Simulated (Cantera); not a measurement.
Input: 1 mol Ti, 0.063 mol C3H8, at 13.3 mbar.

Method: chemical equilibrium by Gibbs-energy minimisation in Cantera with the NASA 1993 tables (ideal gas, pure condensed phases). Candidate condensed phases: C, C6H6, C7H8, C8H18, Ti, TiC; 77 gas species. Mutual solubility and eutectic melting of coexisting phases are not modelled. TiC: taken at fixed stoichiometry. Condensed phases not in the tables: N, O or C dissolved in the metal. Rates play no part.

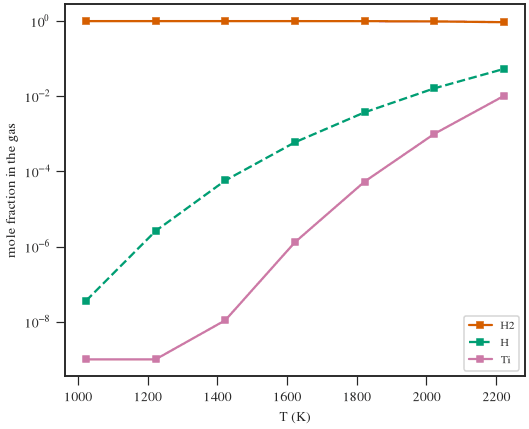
Figure. Equilibrium gas composition (values under 1e-9 drawn at 1e-9)

At 1023 K the condensed part is Ti(α) + TiC(s). From 1223 K to 1823 K the condensed part is Ti(β) + TiC(s). From 2023 K to 2223 K the condensed part is Ti(l) + TiC(s).
